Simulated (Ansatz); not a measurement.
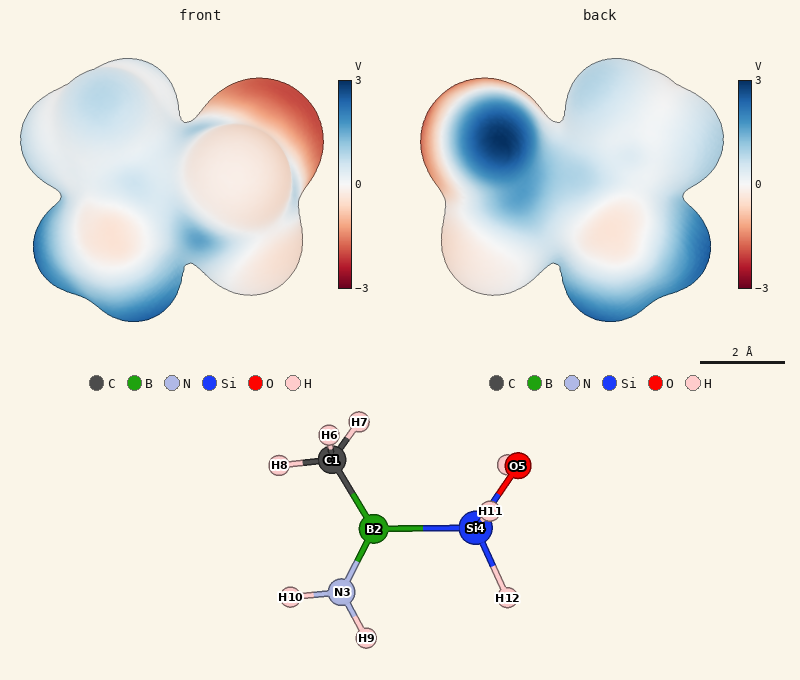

Figure. CH8BNOSi (SMILES CB(N)[SiH2]O). The molecular electrostatic potential painted on the density surface at 0.004 e/bohr³, seen from the front and from behind; the colour scale runs from red (negative) to blue (positive). The bare structure is drawn below in the same view.

All numbers below come from RKS PBE/def2-SVP (Ansatz).

The calculation's input:

```
crystal:
  periodic: [false, false, false]
  atoms:
    - { symbol: C, position_ang: [-1.6316, 0.0545, -0.1295] }
    - { symbol: B, position_ang: [-0.2219, -0.5212, -0.091] }
    - { symbol: "N", position_ang: [-0.0343, -1.985, -0.4406] }
    - { symbol: Si, position_ang: [1.3672, 0.6147, 0.3996] }
    - { symbol: O, position_ang: [0.7545, 2.1925, 0.7145] }
    - { symbol: H, position_ang: [-1.951, 0.5096, 0.8585] }
    - { symbol: H, position_ang: [-1.6811, 0.9269, -0.8784] }
    - { symbol: H, position_ang: [-2.3725, -0.6643, -0.4432] }
    - { symbol: H, position_ang: [0.6864, -2.0087, -1.1732] }
    - { symbol: H, position_ang: [0.4572, -2.4286, 0.4252] }
    - { symbol: H, position_ang: [1.925, 0.0488, 1.6246] }
    - { symbol: H, position_ang: [2.2821, 0.637, -0.6851] }
    - { symbol: H, position_ang: [0.4405, 2.5892, -0.1666] }
basis:
  gaussian: { orbitals: def2-SVP }
hamiltonian:
  xc: pbe
relax:
  f_tol: 0.015
  max_steps: 40
output:
  orbitals: {}
```

Launched as:

```sh
ansatz run input.yaml --threads 2 --pin off --max-ram 3072MiB --backend cpu --events-out ev --progress --plain --runs-dir out
```

The fields are those of the relaxed geometry.

Which sites attract a positive test charge, and which a negative one?

A positive charge is drawn to the negative regions and a negative charge to the positive ones. The most negative region (about −1.9 V) lies over O5, the most positive (about +2.9 V) over H13. O5 is the likeliest acceptor of a hydrogen bond.
